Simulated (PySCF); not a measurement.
Species, as SMILES: BN (BH2-NH2).
Geometry (B3LYP-D3(BJ)/def2-TZVP, fixed):
```
B
N 1 1.3876
H 2 1.0069 1 123.31
H 2 1.0069 3 113.37 1 180.00
H 1 1.1928 2 119.04 3 0.00
H 1 1.1928 5 121.92 2 180.00
```
Charge 0, spin multiplicity 1.

Basis-set convergence of the lowest singlet excitation energy at PBE with PySCF. Tamm-Dancoff approximation; the state is taken by its order, and sets in which it differs in degeneracy or brightness are left out, yet its character can still change. All functions are spherical. Density fitting with generated auxiliary sets. In sets without p functions on hydrogen, species with hydrogen take exact integrals. No added dispersion term, no relativity. Reference: the value in d-aug-cc-pVTZ, 6.754 eV, itself unsure by roughly 0.029 eV (its mean distance from aug-pcseg-2, aug-cc-pVTZ). Deviations are taken from unrounded values. Cost is core time over that of aug-cc-pVDZ, rough, on shared machines of one kind; a dash marks a row that isn't timed (too short, read off another run, short of memory, by another algorithm or on other hardware).

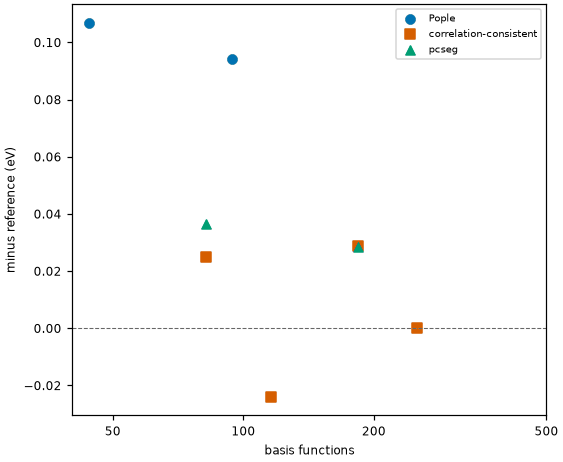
Figure: Deviation from the reference against the number of basis functions, by family of sets.

| basis | functions | lowest singlet excitation energy (eV) | minus reference (eV) | cost |
|---|---|---|---|---|
| 6-31+G* | 44 | 6.861 | 0.107 | - |
| aug-cc-pVDZ | 82 | 6.779 | 0.025 | 1× |
| aug-pcseg-1 | 82 | 6.791 | 0.036 | 1× |
| 6-311++G(2d,2p) | 94 | 6.848 | 0.094 | 1× |
| d-aug-cc-pVDZ | 116 | 6.730 | -0.024 | 2× |
| aug-cc-pVTZ | 184 | 6.783 | 0.029 | 4× |
| aug-pcseg-2 | 184 | 6.782 | 0.028 | 4× |
| d-aug-cc-pVTZ | 252 | 6.754 | 0.000 | 8× |
